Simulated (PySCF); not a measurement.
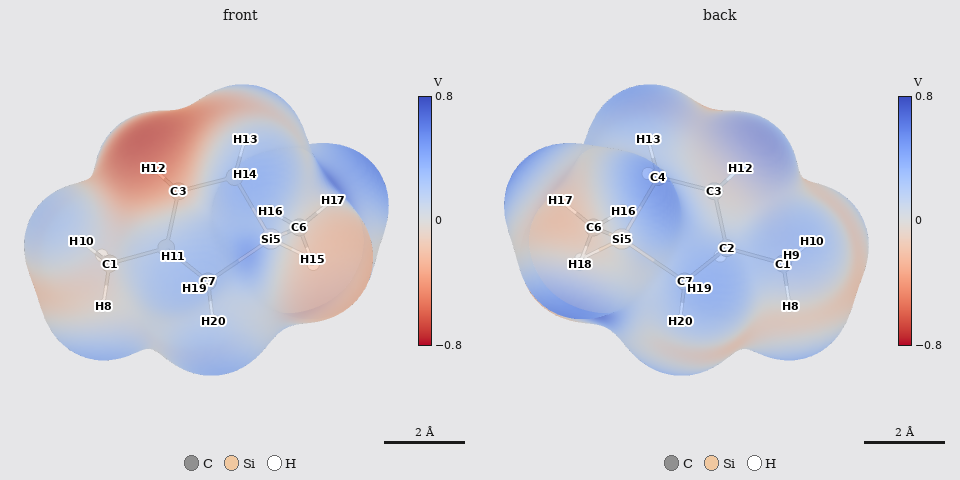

The picture shows: C6H13Si (doublet). The electrostatic potential painted on the density surface at 0.001 e/bohr³, seen from the front and from behind; the colour scale runs from red (negative) to blue (positive).

Geometry: GFN2-xTB.

Computed with PySCF 2.14.0, density-fitted response routines, UKS B3LYP, pcH-1 on C H Si, non-relativistic, mean-field spin-orbit, GIAO.

```xyz
20

C    -2.5305   -0.8136   -0.2020
C    -1.3591   -0.0123    0.3517
C    -0.8686    1.0378   -0.5781
C     0.3643    1.7087   -0.1384
Si    1.3699    0.2494    0.6413
C     2.7571   -0.3600   -0.5022
C    -0.1419   -0.9142    0.6982
H    -2.8246   -1.5942    0.4971
H    -2.2591   -1.2818   -1.1465
H    -3.3865   -0.1641   -0.3745
H    -1.6725    0.4660    1.2919
H    -1.1475    1.0117   -1.6172
H     0.8579    2.2459   -0.9449
H     0.1593    2.4295    0.6586
H     1.8937    0.5725    1.9780
H     2.3915   -0.5526   -1.5064
H     3.5525    0.3746   -0.5734
H     3.1940   -1.2796   -0.1264
H    -0.0596   -1.6941   -0.0608
H    -0.2953   -1.4190    1.6510
```

Which sites attract a positive test charge, and which a negative one?

Answer. A positive charge is drawn to the negative regions and a negative charge to the positive ones. The most negative region (about −0.6 V) lies over C3, the most positive (about +0.6 V) over Si5.
